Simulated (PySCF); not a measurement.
# C₂H₈N₂OSi: NMR shifts at several levels of theory, part 2 of 2

PySCF 2.14.0. Atoms count from 0. Earlier steps stand in the parts before.

## Step 8: Shielding tensors: CAM-B3LYP/pcSseg-1

The job: settings as JSON, then the geometry in Å.

```
{"job": {"kind": "nmr", "xc": "CAM-B3LYP", "basis": "pcSseg-1", "pop": false}, "charge": 0, "multiplicity": 1}
C      2.121564    -0.337236     0.476242
C      0.963493     0.623186     0.508432
O      1.127548     1.827262     0.470225
Si    -0.845986    -0.071054     0.602394
N     -1.720474     1.377311     0.338515
N     -1.116116    -1.317117    -0.560795
H      1.974110    -1.068132    -0.334613
H      2.141555    -0.916221     1.414661
H      3.070476     0.202508     0.350663
H     -1.030044    -0.771542     1.917142
H     -1.174105     2.231747     0.411461
H     -2.709386     1.509818     0.499360
H     -1.281961    -1.094410    -1.535096
H     -1.531563    -2.201614    -0.298162
```

Level: GIAO CAM-B3LYP/pcSseg-1 NMR shielding, non-relativistic, gas phase.

The program printed:

```text
coarse grid: 11968 points
cycle   1  E = -554.9335429911  dE =  6.657e-01  |g| = 9.260e-01  |ddm| = 3.272e+00
cycle   2  E = -554.6991228063  dE =  2.344e-01  |g| = 1.486e+00  |ddm| = 1.708e+00
cycle   3  E = -555.1025732567  dE = -4.035e-01  |g| = 1.580e-01  |ddm| = 1.183e+00
cycle   4  E = -555.1069636775  dE = -4.390e-03  |g| = 6.517e-02  |ddm| = 1.289e-01
cycle   5  E = -555.1077689621  dE = -8.053e-04  |g| = 1.156e-02  |ddm| = 5.833e-02
cycle   6  E = -555.1078015087  dE = -3.255e-05  |g| = 3.902e-03  |ddm| = 1.348e-02
cycle   7  E = -555.1078054878  dE = -3.979e-06  |g| = 1.033e-03  |ddm| = 6.243e-03
final grid: 110512 points
cycle   8  E = -555.1566480300  dE = -1.664e-05  |g| = 5.119e-03  |ddm| = 1.132e-02
cycle   9  E = -555.1566448327  dE =  3.197e-06  |g| = 6.736e-03  |ddm| = 7.325e-03
cycle  10  E = -555.1566532256  dE = -8.393e-06  |g| = 9.911e-04  |ddm| = 4.344e-03
cycle  11  E = -555.1566533909  dE = -1.653e-07  |g| = 1.826e-04  |ddm| = 6.408e-04
cycle  12  E = -555.1566533976  dE = -6.692e-09  |g| = 7.345e-05  |ddm| = 2.204e-04
cycle  13  E = -555.1566533989  dE = -1.293e-09  |g| = 1.418e-05  |ddm| = 7.344e-05
cycle  14  E = -555.1566533990  dE = -8.345e-11  |g| = 4.618e-06  |ddm| = 2.381e-05
converged SCF energy = -555.1566533990

GIAO shielding tensors (ppm)
atom      isotropic    diamagn.    paramagn.     s11        s22        s33       span
  0 C      146.530     250.811    -104.281    116.014    137.257    186.320     70.306
  1 C      -68.616     256.019    -324.635   -190.822   -116.849    101.822    292.645
  2 O     -487.788     401.864    -889.652  -1323.024   -498.976    358.638   1681.662
  3 Si     400.565     880.323    -479.758    339.497    400.658    461.541    122.043
  4 N      246.620     318.990     -72.370    224.624    256.735    258.501     33.877
  5 N      238.832     318.804     -79.973    200.389    241.492    274.614     74.225
  6 H       28.273      30.637      -2.364     24.733     29.616     30.471      5.739
  7 H       29.061      29.168      -0.107     26.207     28.914     32.062      5.856
  8 H       29.393      28.541       0.852     26.569     27.696     33.914      7.345
  9 H       26.690      30.002      -3.312     23.135     25.672     31.264      8.129
 10 H       29.349      32.129      -2.780     20.256     26.408     41.382     21.126
 11 H       30.855      29.771       1.084     23.965     26.771     41.828     17.863
 12 H       30.938      31.860      -0.922     24.285     26.605     41.925     17.640
 13 H       30.250      30.511      -0.261     24.138     25.862     40.750     16.612
```

Run time: 17 s. Hardware: 1 thread of Arm Neoverse V2, shared host; peak memory 0.88 GiB.

Key values: δ C1 251.1, C0 35.9, O2 826.3, Si3 -57.2, H9 4.64, H6 2.42 ppm (means over like atoms).

## Step 9: Nuclear shieldings: wB97X-D/pcSseg-1

Settings changed since step 8:

```diff
@@ -1,2 +1,2 @@
-{"job": {"kind": "nmr", "xc": "CAM-B3LYP", "basis": "pcSseg-1", "pop": false}, "charge": 0, "multiplicity": 1}
+{"job": {"kind": "nmr", "xc": "wB97X-D", "basis": "pcSseg-1", "pop": false}, "charge": 0, "multiplicity": 1}
 C      2.121564    -0.337236     0.476242
```

Method: GIAO wB97X-D/pcSseg-1 NMR shielding, non-relativistic, gas phase.

The program printed:

```text
coarse grid: 11968 points
cycle   1  E = -554.9536540081  dE =  6.709e-01  |g| = 9.161e-01  |ddm| = 3.258e+00
cycle   2  E = -554.7904485827  dE =  1.632e-01  |g| = 1.361e+00  |ddm| = 1.546e+00
cycle   3  E = -555.1247640566  dE = -3.343e-01  |g| = 1.280e-01  |ddm| = 1.008e+00
cycle   4  E = -555.1277168412  dE = -2.953e-03  |g| = 5.808e-02  |ddm| = 1.042e-01
cycle   5  E = -555.1283860284  dE = -6.692e-04  |g| = 9.880e-03  |ddm| = 5.619e-02
cycle   6  E = -555.1284154773  dE = -2.945e-05  |g| = 3.370e-03  |ddm| = 1.574e-02
cycle   7  E = -555.1284194051  dE = -3.928e-06  |g| = 9.547e-04  |ddm| = 7.235e-03
final grid: 110512 points
cycle   8  E = -555.1728760480  dE = -1.245e-04  |g| = 8.047e-03  |ddm| = 2.845e-02
cycle   9  E = -555.1728777109  dE = -1.663e-06  |g| = 8.005e-03  |ddm| = 1.049e-02
cycle  10  E = -555.1728898938  dE = -1.218e-05  |g| = 4.977e-04  |ddm| = 4.698e-03
cycle  11  E = -555.1728899494  dE = -5.560e-08  |g| = 4.040e-04  |ddm| = 1.048e-03
cycle  12  E = -555.1728899832  dE = -3.374e-08  |g| = 1.448e-04  |ddm| = 3.260e-04
cycle  13  E = -555.1728899875  dE = -4.268e-09  |g| = 2.878e-05  |ddm| = 1.711e-04
cycle  14  E = -555.1728899879  dE = -4.786e-10  |g| = 9.115e-06  |ddm| = 8.005e-05
converged SCF energy = -555.1728899879

GIAO shielding tensors (ppm)
atom      isotropic    diamagn.    paramagn.     s11        s22        s33       span
  0 C      148.081     251.611    -103.530    117.235    140.033    186.974     69.738
  1 C      -63.037     256.460    -319.497   -182.763   -110.364    104.016    286.780
  2 O     -482.581     401.559    -884.140  -1316.151   -492.881    361.290   1677.441
  3 Si     407.692     880.631    -472.939    346.764    407.374    468.938    122.175
  4 N      246.564     319.883     -73.319    225.054    256.229    258.409     33.355
  5 N      238.906     319.863     -80.957    202.361    241.344    273.013     70.653
  6 H       28.315      30.683      -2.367     24.781     29.647     30.517      5.736
  7 H       29.094      29.231      -0.137     26.214     28.920     32.147      5.933
  8 H       29.380      28.655       0.725     26.505     27.677     33.959      7.454
  9 H       26.694      29.959      -3.264     23.158     25.661     31.264      8.107
 10 H       29.387      32.225      -2.837     20.343     26.412     41.407     21.064
 11 H       30.875      29.749       1.126     23.964     26.801     41.860     17.896
 12 H       30.942      31.942      -1.000     24.263     26.630     41.934     17.672
 13 H       30.286      30.511      -0.225     24.181     25.889     40.787     16.607
```

Run time: 16 s. Hardware: 1 thread of Arm Neoverse V2, shared host; peak memory 0.82 GiB.

In short: δ C1 247.6, C0 36.5, O2 815.8, Si3 -54.8, H9 4.69, H6 2.45 ppm (means over like atoms).

## Step 10: Shielding tensors: LC-wPBE/pcSseg-1

Settings changed since step 9:

```diff
@@ -1,2 +1,2 @@
-{"job": {"kind": "nmr", "xc": "wB97X-D", "basis": "pcSseg-1", "pop": false}, "charge": 0, "multiplicity": 1}
+{"job": {"kind": "nmr", "xc": "LC-wPBE", "basis": "pcSseg-1", "pop": false}, "charge": 0, "multiplicity": 1}
 C      2.121564    -0.337236     0.476242
```

With the program's defaults for keys left out, this is: GIAO LC-wPBE/pcSseg-1 NMR shielding, non-relativistic, gas phase.

The program printed:

```text
coarse grid: 11968 points
cycle   1  E = -554.7864912316  dE =  7.154e-01  |g| = 9.194e-01  |ddm| = 3.250e+00
cycle   2  E = -554.6882741320  dE =  9.822e-02  |g| = 1.256e+00  |ddm| = 1.380e+00
cycle   3  E = -554.9614772622  dE = -2.732e-01  |g| = 1.026e-01  |ddm| = 8.681e-01
cycle   4  E = -554.9634681453  dE = -1.991e-03  |g| = 5.529e-02  |ddm| = 9.231e-02
cycle   5  E = -554.9641156807  dE = -6.475e-04  |g| = 8.925e-03  |ddm| = 5.834e-02
cycle   6  E = -554.9641498474  dE = -3.417e-05  |g| = 2.803e-03  |ddm| = 1.994e-02
cycle   7  E = -554.9641537148  dE = -3.867e-06  |g| = 1.076e-03  |ddm| = 7.955e-03
final grid: 110512 points
cycle   8  E = -555.0155166128  dE = -3.678e-05  |g| = 8.117e-03  |ddm| = 1.900e-02
cycle   9  E = -555.0155178395  dE = -1.227e-06  |g| = 7.966e-03  |ddm| = 8.622e-03
cycle  10  E = -555.0155281549  dE = -1.032e-05  |g| = 1.202e-03  |ddm| = 4.649e-03
cycle  11  E = -555.0155284286  dE = -2.737e-07  |g| = 3.499e-04  |ddm| = 7.733e-04
cycle  12  E = -555.0155284438  dE = -1.522e-08  |g| = 1.184e-04  |ddm| = 4.947e-04
cycle  13  E = -555.0155284675  dE = -2.369e-08  |g| = 2.878e-05  |ddm| = 1.917e-04
cycle  14  E = -555.0155284684  dE = -9.443e-10  |g| = 1.308e-05  |ddm| = 9.238e-05
converged SCF energy = -555.0155284684

GIAO shielding tensors (ppm)
atom      isotropic    diamagn.    paramagn.     s11        s22        s33       span
  0 C      152.243     251.288     -99.045    121.052    144.345    191.333     70.281
  1 C      -64.680     257.156    -321.835   -191.560   -112.354    109.876    301.435
  2 O     -487.398     401.386    -888.784  -1347.491   -486.811    372.108   1719.599
  3 Si     408.431     880.742    -472.311    347.242    407.578    470.472    123.230
  4 N      251.781     319.756     -67.975    231.133    260.425    263.785     32.651
  5 N      243.906     319.568     -75.663    208.864    246.697    276.156     67.292
  6 H       28.297      30.500      -2.203     24.681     29.541     30.671      5.990
  7 H       29.053      29.178      -0.125     26.023     28.859     32.277      6.254
  8 H       29.301      28.618       0.683     26.147     27.600     34.154      8.007
  9 H       26.735      29.895      -3.160     23.227     25.693     31.285      8.058
 10 H       29.438      32.144      -2.705     20.262     26.357     41.697     21.435
 11 H       30.868      29.720       1.149     23.777     26.703     42.125     18.348
 12 H       30.913      31.857      -0.944     24.094     26.527     42.118     18.024
 13 H       30.281      30.481      -0.199     24.084     25.754     41.007     16.923
```

It took 22 s on 1 thread of Arm Neoverse V2, shared host; peak memory 0.78 GiB.

Key values: δ C1 253.2, C0 36.3, O2 826.1, Si3 -49.9, H9 4.59, H6 2.44 ppm (means over like atoms).

## Step 11: Shielding tensors: PBE0/STO-3G

Settings changed since step 10:

```diff
@@ -1,2 +1,2 @@
-{"job": {"kind": "nmr", "xc": "LC-wPBE", "basis": "pcSseg-1", "pop": false}, "charge": 0, "multiplicity": 1}
+{"job": {"kind": "nmr", "xc": "PBE0", "basis": "STO-3G", "pop": true}, "charge": 0, "multiplicity": 1}
 C      2.121564    -0.337236     0.476242
```

With the program's defaults for keys left out, this is: GIAO PBE0/STO-3G NMR shielding, non-relativistic, gas phase.

The program printed:

```text
coarse grid: 11968 points
cycle   1  E = -547.8697798029  dE =  7.673e-01  |g| = 8.183e-01  |ddm| = 4.669e+00
cycle   2  E = -547.5010046414  dE =  3.688e-01  |g| = 1.475e+00  |ddm| = 2.632e+00
cycle   3  E = -548.0809492918  dE = -5.799e-01  |g| = 2.110e-01  |ddm| = 1.738e+00
cycle   4  E = -548.0932998112  dE = -1.235e-02  |g| = 5.735e-02  |ddm| = 3.128e-01
cycle   5  E = -548.0942155743  dE = -9.158e-04  |g| = 5.723e-03  |ddm| = 6.766e-02
cycle   6  E = -548.0942247118  dE = -9.138e-06  |g| = 1.421e-03  |ddm| = 7.473e-03
final grid: 110512 points
cycle   7  E = -548.0576467047  dE =  1.392e-05  |g| = 1.123e-02  |ddm| = 2.213e-02
cycle   8  E = -548.0575615152  dE =  8.519e-05  |g| = 2.089e-02  |ddm| = 3.417e-02
cycle   9  E = -548.0576815412  dE = -1.200e-04  |g| = 1.466e-03  |ddm| = 2.261e-02
cycle  10  E = -548.0576821823  dE = -6.410e-07  |g| = 3.540e-05  |ddm| = 1.934e-03
cycle  11  E = -548.0576821829  dE = -6.376e-10  |g| = 1.296e-05  |ddm| = 1.094e-04
converged SCF energy = -548.0576821829

GIAO shielding tensors (ppm)
atom      isotropic    diamagn.    paramagn.     s11        s22        s33       span
  0 C      204.662     246.450     -41.788    186.013    201.758    226.214     40.201
  1 C       67.707     257.908    -190.200    -21.566     50.228    174.460    196.026
  2 O     -383.297     384.900    -768.197  -1317.095   -307.472    474.676   1791.772
  3 Si     563.687     868.574    -304.887    505.020    564.273    621.769    116.749
  4 N      336.070     315.038      21.031    299.645    306.436    402.128    102.483
  5 N      325.337     314.253      11.084    295.668    302.338    378.005     82.337
  6 H       29.799      30.805      -1.006     24.961     30.235     34.199      9.238
  7 H       30.255      29.986       0.269     25.895     29.151     35.718      9.823
  8 H       30.181      29.151       1.031     25.945     27.287     37.311     11.366
  9 H       29.950      32.149      -2.199     26.084     27.221     36.545     10.461
 10 H       33.082      31.512       1.570     21.321     29.920     48.004     26.683
 11 H       34.094      30.653       3.441     24.506     30.637     47.139     22.633
 12 H       33.825      31.785       2.040     24.686     30.049     46.741     22.055
 13 H       33.483      31.430       2.053     24.777     30.055     45.617     20.839
```

It took 3.1 s on 1 thread of Arm Neoverse V2, shared host; peak memory 0.39 GiB.

This run: δ C1 167.0, C0 30.0, O2 725.0, Si3 -46.1, H9 2.66, H6 2.53 ppm (means over like atoms).

## Step 12: Nuclear shieldings: PBE0/6-31G

Settings changed since step 11:

```diff
@@ -1,2 +1,2 @@
-{"job": {"kind": "nmr", "xc": "PBE0", "basis": "STO-3G", "pop": true}, "charge": 0, "multiplicity": 1}
+{"job": {"kind": "nmr", "xc": "PBE0", "basis": "6-31G", "pop": true}, "charge": 0, "multiplicity": 1}
 C      2.121564    -0.337236     0.476242
```

With the program's defaults for keys left out, this is: GIAO PBE0/6-31G NMR shielding, non-relativistic, gas phase.

The program printed:

```text
coarse grid: 11968 points
cycle   1  E = -554.6085287046  dE =  7.446e-01  |g| = 8.984e-01  |ddm| = 3.526e+00
cycle   2  E = -554.1230878414  dE =  4.854e-01  |g| = 1.766e+00  |ddm| = 2.646e+00
cycle   3  E = -554.7729967961  dE = -6.499e-01  |g| = 2.478e-01  |ddm| = 2.048e+00
cycle   4  E = -554.7860497535  dE = -1.305e-02  |g| = 6.666e-02  |ddm| = 2.684e-01
cycle   5  E = -554.7868946483  dE = -8.449e-04  |g| = 1.805e-02  |ddm| = 7.441e-02
cycle   6  E = -554.7869767382  dE = -8.209e-05  |g| = 4.406e-03  |ddm| = 2.094e-02
cycle   7  E = -554.7869812539  dE = -4.516e-06  |g| = 9.931e-04  |ddm| = 6.264e-03
final grid: 110512 points
cycle   8  E = -554.7243816929  dE =  4.134e-06  |g| = 1.255e-02  |ddm| = 1.878e-02
cycle   9  E = -554.7242979317  dE =  8.376e-05  |g| = 2.391e-02  |ddm| = 3.076e-02
cycle  10  E = -554.7244136331  dE = -1.157e-04  |g| = 2.842e-03  |ddm| = 2.132e-02
cycle  11  E = -554.7244153170  dE = -1.684e-06  |g| = 1.888e-04  |ddm| = 2.346e-03
cycle  12  E = -554.7244153251  dE = -8.085e-09  |g| = 9.506e-05  |ddm| = 3.178e-04
cycle  13  E = -554.7244153274  dE = -2.301e-09  |g| = 1.143e-05  |ddm| = 1.116e-04
cycle  14  E = -554.7244153275  dE = -4.547e-11  |g| = 4.834e-06  |ddm| = 2.439e-05
converged SCF energy = -554.7244153275

GIAO shielding tensors (ppm)
atom      isotropic    diamagn.    paramagn.     s11        s22        s33       span
  0 C      163.614     251.758     -88.144    132.107    157.453    201.282     69.175
  1 C      -36.214     253.354    -289.568   -149.673    -79.200    120.229    269.902
  2 O     -468.493     395.191    -863.684  -1320.479   -460.112    375.114   1695.592
  3 Si     476.989     879.763    -402.773    420.926    474.493    535.549    114.622
  4 N      260.786     325.824     -65.037    242.538    262.185    277.636     35.098
  5 N      250.015     323.872     -73.857    217.404    250.685    281.957     64.553
  6 H       29.093      29.407      -0.314     25.095     30.697     31.487      6.392
  7 H       29.994      29.469       0.525     26.828     29.780     33.374      6.546
  8 H       30.437      30.164       0.273     27.686     28.090     35.533      7.847
  9 H       27.568      29.941      -2.373     23.479     25.721     33.503     10.024
 10 H       31.477      31.087       0.390     21.366     28.010     45.055     23.688
 11 H       32.936      30.512       2.424     25.232     28.517     45.058     19.826
 12 H       32.754      31.137       1.617     25.284     28.006     44.972     19.687
 13 H       32.110      30.839       1.271     25.394     27.656     43.279     17.884
```

Run time: 6.6 s. Hardware: 1 thread of Arm Neoverse V2, shared host; peak memory 0.49 GiB.

Key values: δ C1 235.8, C0 35.9, O2 787.0, Si3 -32.2, H9 5.04, H6 2.77 ppm (means over like atoms).

## Step 13: Side by side: NMR shifts

Shifts (ppm) of some atoms, chosen among heavy atoms and hydrogens apart, means over like atoms, with basis size and wall time:

| run | C1 | C0 | H9 | H10 | O2 | Si3 | N4 | functions | time |
| --- | --- | --- | --- | --- | --- | --- | --- | --- | --- |
| PBE0/pcSseg-1 | 246.0 | 36.1 | 4.81 | 0.99 | 817.9 | -56.5 | 23.7 | 149 | 12 s |
| mPW1PW91/pcSseg-1 | 246.0 | 36.1 | 4.76 | 0.99 | 815.2 | -56.6 | 22.9 | 149 | 12 s |
| WP04/pcSseg-1 | 246.8 | 35.9 | 4.10 | 1.00 | 762.8 | -63.3 | 15.6 | 149 | 12 s |
| B97-2/pcSseg-1 | 240.4 | 35.4 | 4.71 | 0.96 | 789.5 | -57.3 | 21.4 | 149 | 12 s |
| BHandHLYP/pcSseg-1 | 248.4 | 34.9 | 4.47 | 1.06 | 825.1 | -56.7 | 20.9 | 149 | 12 s |
| CAM-B3LYP/pcSseg-1 | 251.1 | 35.9 | 4.64 | 0.98 | 826.3 | -57.2 | 24.6 | 149 | 17 s |
| wB97X-D/pcSseg-1 | 247.6 | 36.5 | 4.69 | 1.01 | 815.8 | -54.8 | 21.2 | 149 | 16 s |
| LC-wPBE/pcSseg-1 | 253.2 | 36.3 | 4.59 | 0.95 | 826.1 | -49.9 | 19.9 | 149 | 22 s |
| PBE0/STO-3G | 167.0 | 30.0 | 2.66 | -1.02 | 725.0 | -46.1 | -36.0 | 42 | 3.1 s |
| PBE0/6-31G | 235.8 | 35.9 | 5.04 | 0.29 | 787.0 | -32.2 | 5.3 | 74 | 6.6 s |

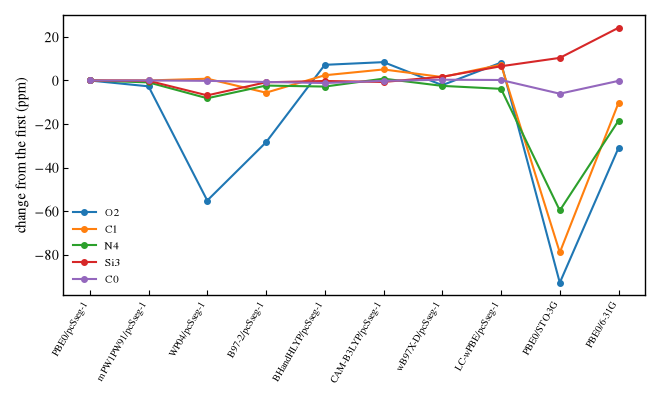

How five of the tabulated atoms move from run to run.

## Step 14: Summary of results

The summary covers parts 1 to 2.

| quantity | value |
| --- | --- |
| point group | C1 |
| rotational constants (main isotopes) | 3.79, 2.31, 1.58 GHz |
| ¹³C shifts against TMS (PBE0/pcSseg-1) | 246.0, 36.1 ppm |
| ¹H shifts against TMS (PBE0/pcSseg-1, means over atoms taken as alike) | 4.81, 2.47, 0.99 ppm |
| ¹⁷O shifts against H2O (PBE0/pcSseg-1) | 817.9 ppm |
| ²⁹Si shifts against TMS (PBE0/pcSseg-1) | -56.5 ppm |
| ¹⁵N shifts against NH3 (PBE0/pcSseg-1, means over atoms taken as alike) | 23.7 ppm |
| range of the shift of O2 | 725.0 to 826.3 ppm |
| property runs in this session | 10, of which 0 failed and 1 gave unsound results |

**Reading.** Single values in the summary come from the first run of each kind that ended normally (PBE0/pcSseg-1), which need not be the best level. Over 11 steps the energy fell by 0.176 eV; of the close pairs, C1–Si3 changed most, 1.880 to 1.940 Å. At PBE0/pcSseg-1: The widest tensor belongs to O2: span 1668 ppm, with a paramagnetic part of -884 ppm. In ppm, O2 moves most: its shift spreads over 101.3 ppm, from 725.0 (PBE0/STO-3G) to 826.3 (CAM-B3LYP/pcSseg-1). A minimal basis is unusable for shieldings, so that end is no result.
